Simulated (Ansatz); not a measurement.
Fields on a plane of FeB4 (space group Pnnm)

```
FeB4
1.0
    4.46513     0.00000     0.00000
    0.00000     5.26065     0.00000
    0.00000     0.00000     2.98871
Fe B
2 8
Direct
  0.50000   0.00000   0.00000
  0.00000   0.50000   0.50000
  0.16169   0.87350   0.50000
  0.83831   0.12650   0.50000
  0.66169   0.62650   0.00000
  0.33831   0.37350   0.00000
  0.74957   0.81250   0.50000
  0.25043   0.18750   0.50000
  0.24957   0.68750   0.00000
  0.75043   0.31250   0.00000
```

The slice is a (010) plane (indices of the conventional cell) through the point (0.000, 0.500, 0.500) (fractional), spanned by u = [001] and v = [100] in vectors of this cell: u (2.99 Å) and v (4.47 Å, at 90° to u). It covers one period; positions are fractions (u, v).

Atoms on it: Fe at (0.00, 0.00). Other atoms lie within 1 Å of the plane.

Calculation: PBEsol (plane waves to 420 eV, PAW, scalar-relativistic; Ansatz, an electronic-structure program). k mesh 9×8×14. These are valence fields of a PAW run, semicore shells included where kept as valence: close to a nucleus they are smooth pseudo fields. FeB4 is run without spin polarisation. FeB4 was relaxed with its symmetry unable to fall.

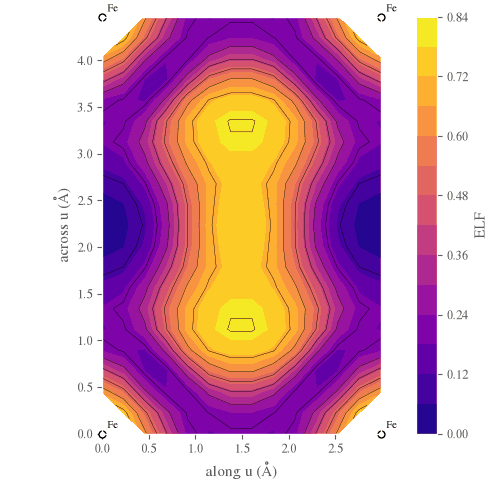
Figure: Electron localisation function (ELF), one period of the plane, atoms marked. Points within 0.3 Å of a nucleus are left white, as the pseudised field means little there.

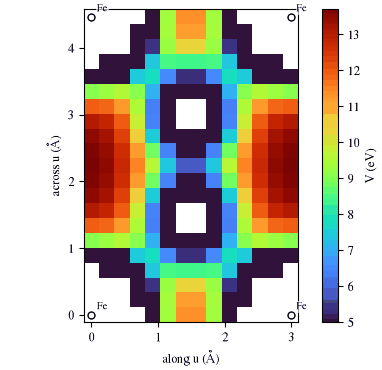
Figure: Electrostatic potential energy of an electron, from the cell's mean, in eV, one period of the plane, atoms marked. Points within 0.7 Å of a nucleus are left white, as the pseudised field means little there. Values under 5 eV are set to 5. The zero, the cell's mean, hangs on the PAW cores.
